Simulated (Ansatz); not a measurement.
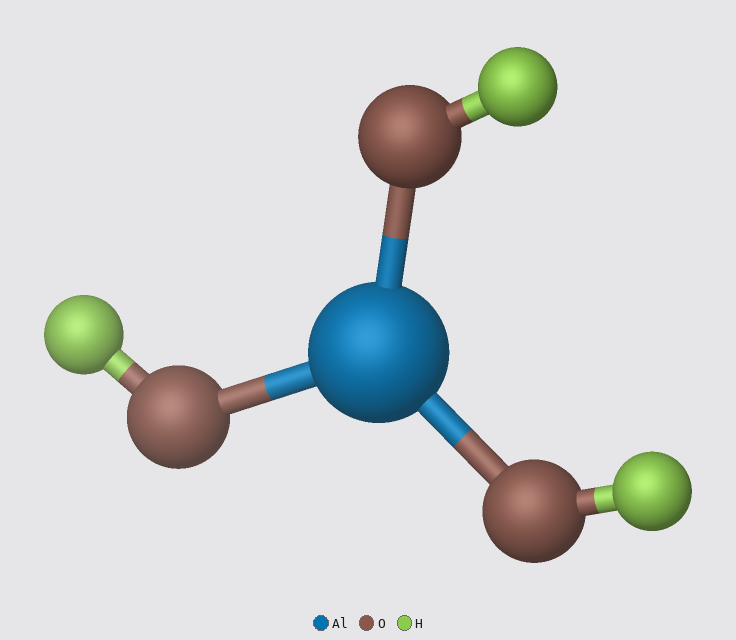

A ball-and-stick model of a molecule. Every bond is drawn as one stick, whatever its order.

The geometry was computed by an optimisation with PBE0-D4/def2-TZVP.

**Give the formula.**

AlH3O3, 7 atoms: 1 aluminium, 3 hydrogen and 3 oxygen.

**Count the bonded pairs by element.**

3 Al–O, 3 O–H. Sticks follow a distance rule.

The parts below concern this one geometry. Atoms keep their numbers from picture to picture.

### Shape

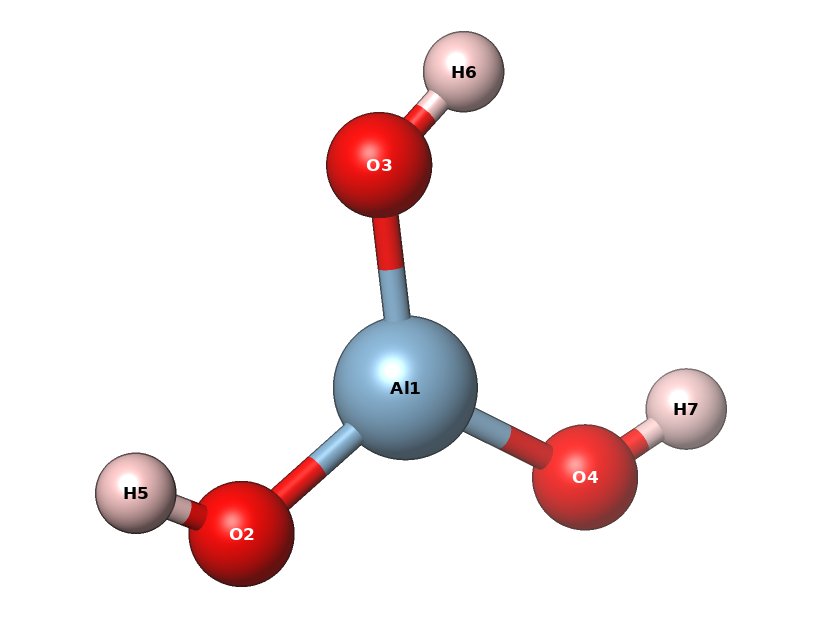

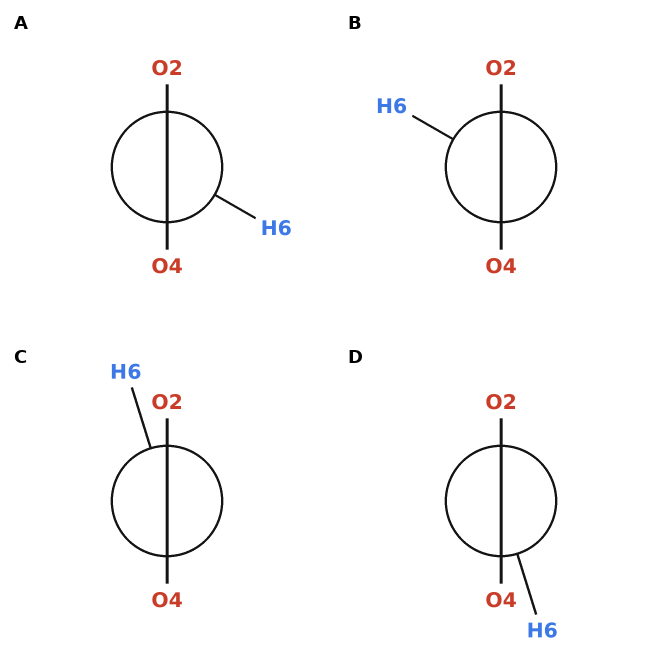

Depth is shown by fading: the farther an atom, the more it takes the colour of the background. Bonds that would overlap in a projection are set slightly apart.

**Which Newman projection shows the view along Al1–O3, with Al1 in front?**

D. The torsion angle O2–Al1–O3–H6 is 180°, antiperiplanar (anti).

### Electronic properties

Properties computed with RKS PBE0-D4/def2-TZVP (Ansatz 0.2.0).

Computed properties:

- dipole moment: 2.66 D
- dispersion correction: −8.2 kJ/mol

### Charges

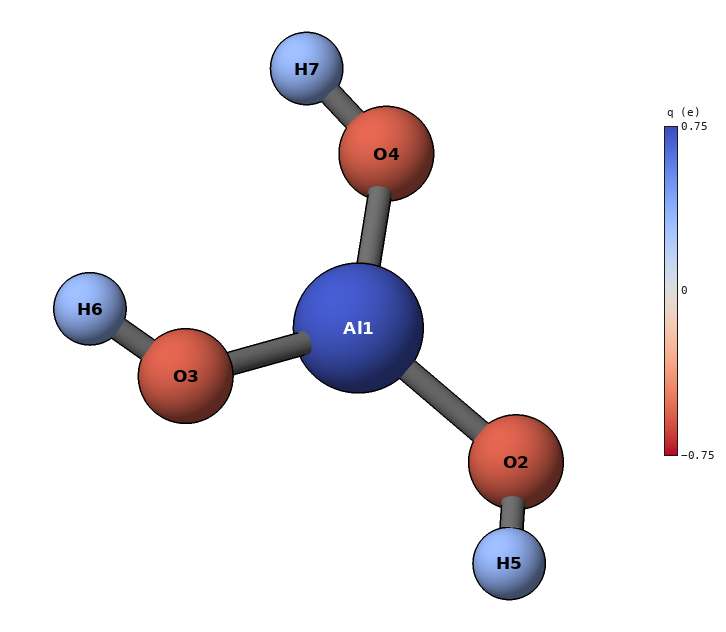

Atoms are coloured by their Mulliken charges. Properties computed with RKS PBE0-D4/def2-TZVP (Ansatz 0.2.0).

Give the Mulliken charges atom by atom.

```csv
atom,value (e)
Al1,0.70
O2,−0.55
O3,−0.55
O4,−0.55
H5,0.32
H6,0.32
H7,0.31
```

### Thermal motion

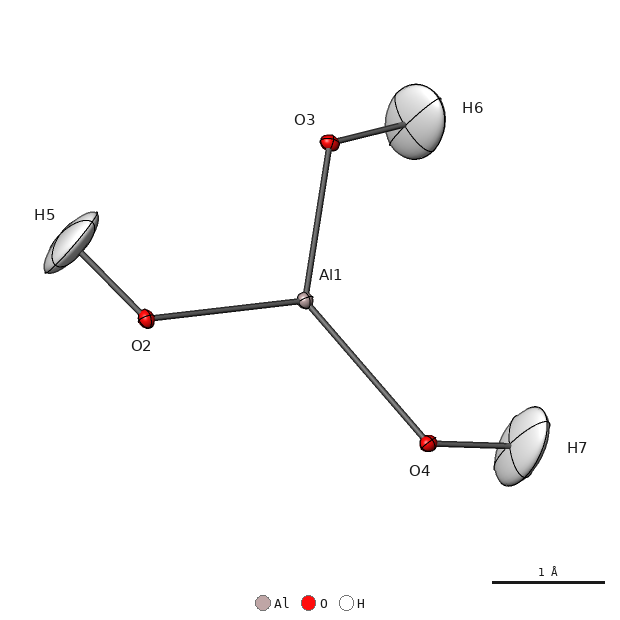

Displacement ellipsoids at the 50 % level, from the internal vibrations of the free molecule (harmonic, no overall translation or rotation; no half-axis is drawn under 0.075 Å). Vibrations computed with RKS PBE0-D4/def2-TZVP (Ansatz 0.2.0). Temperature: 298 K.

**Which atom has the largest mean-square displacement?**

H7, with U_eq = 0.0504 Å².

**Does H7 move more along its bond or across it?**

Across it: the root-mean-square amplitude is 0.083 Å along the bond and up to 0.324 Å across, since bending and torsion are softer than stretching.

Give the displacement parameters, one line for each set of equivalent atoms.

```tsv
atom	U_eq (Å²)	rms amplitudes (Å)
Al1	0.0015	0.033, 0.034, 0.048
O2	0.0021	0.033, 0.042, 0.058
O3	0.0021	0.034, 0.043, 0.058
O4	0.0021	0.037, 0.043, 0.056
H5	0.0396	0.079, 0.201, 0.269
H6	0.0463	0.080, 0.200, 0.304
H7	0.0504	0.079, 0.200, 0.324
```

Mulliken values depend strongly on the basis set and can even reverse the polarity of a bond.
